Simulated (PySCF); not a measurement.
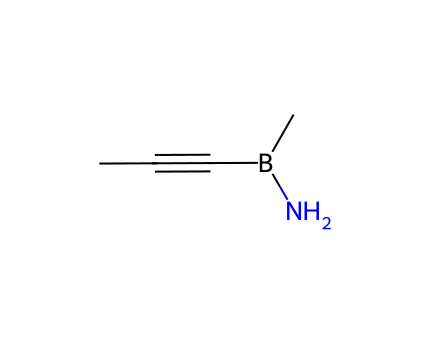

A structural formula.

**Write the SMILES.**

CC#CB(C)N

**What is the molecular formula?**

C4H8BN.

The parts below concern this one geometry. Atoms keep their numbers from picture to picture. The geometry was computed by an optimisation with PBE0-D3(BJ)/def2-SVP. No frequency run is at hand to confirm it as a minimum.

**Shape**

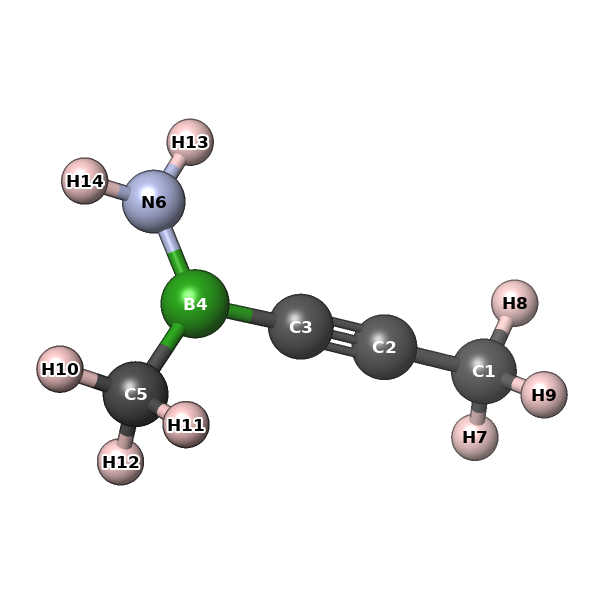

No frequency run is at hand to confirm it as a minimum.

**How are the neighbours of atom 2 arranged?**

C2 has 2 neighbours (C1 at 1.45, C3 at 1.22 Å); the arrangement is linear.

**How are the neighbours of atom 3 arranged?**

C3 has 2 neighbours (C2 at 1.22, B4 at 1.54 Å); the arrangement is linear.

**How are the neighbours of atom 5 arranged?**

C5 has 4 neighbours (B4 at 1.58, H10 at 1.10, H11 at 1.10, H12 at 1.10 Å); the arrangement is tetrahedral.

**How are the neighbours of atom 4 arranged?**

B4 has 3 neighbours (C3 at 1.54, C5 at 1.58, N6 at 1.40 Å); the arrangement is trigonal planar.

**NMR shielding**

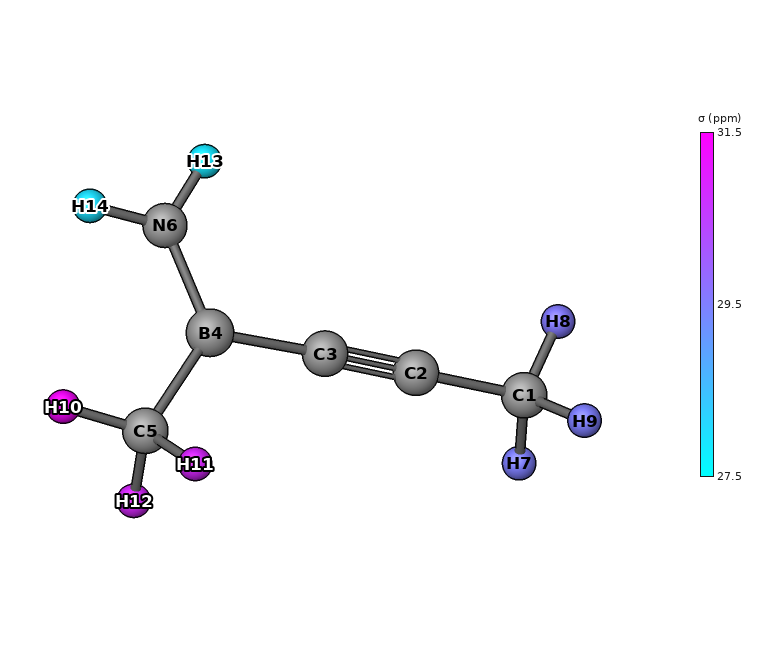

Atoms are coloured by their isotropic NMR shieldings (H only, the others grey). No frequency run is at hand to confirm it as a minimum. Properties computed with GIAO BHandHLYP/pcSseg-1 NMR shielding, non-relativistic, gas phase (PySCF 2.14.0).

**Which H atom is the most shielded (lowest chemical shift)?**

H10 (31.38 ppm).

**Which H atom is the least shielded (highest chemical shift)?**

H13 (27.90 ppm).

**How wide is the range of H shifts?**

3.48 ppm.

List the isotropic NMR shieldings of the H atoms.

```json
{"atom": "H7", "σ (ppm)": "29.49"}
{"atom": "H8", "σ (ppm)": "29.58"}
{"atom": "H9", "σ (ppm)": "29.50"}
{"atom": "H10", "σ (ppm)": "31.38"}
{"atom": "H11", "σ (ppm)": "30.88"}
{"atom": "H12", "σ (ppm)": "30.87"}
{"atom": "H13", "σ (ppm)": "27.90"}
{"atom": "H14", "σ (ppm)": "27.99"}
```

**Quadrupole coupling**

No frequency run is at hand to confirm it as a minimum. Electric field gradients from the ground-state density, PBE0/6-31G (PySCF 2.14.0), non-relativistic apart from any core potentials.

Give the largest field-gradient component, the quadrupole coupling constant and the asymmetry for 11B at B4 (Q = 40.59 mb), 14N at N6 (Q = 20.44 mb).

| atom | V_zz (a.u.) | e²qQ/h (MHz) | η |
| --- | --- | --- | --- |
| B4 | 0.315 | 3.01 | 0.29 |
| N6 | −0.655 | −3.15 | 0.55 |

**Electronic properties**

No frequency run is at hand to confirm it as a minimum. Level of theory: PBE/pcSseg-1, gas phase (PySCF 2.14.0).

**Estimate the HOMO energy (Kohn–Sham orbital).**

−5.93 eV.

**Estimate the dipole moment.**

1.28 D.

**Estimate the LUMO energy (Kohn–Sham orbital).**

−0.94 eV.
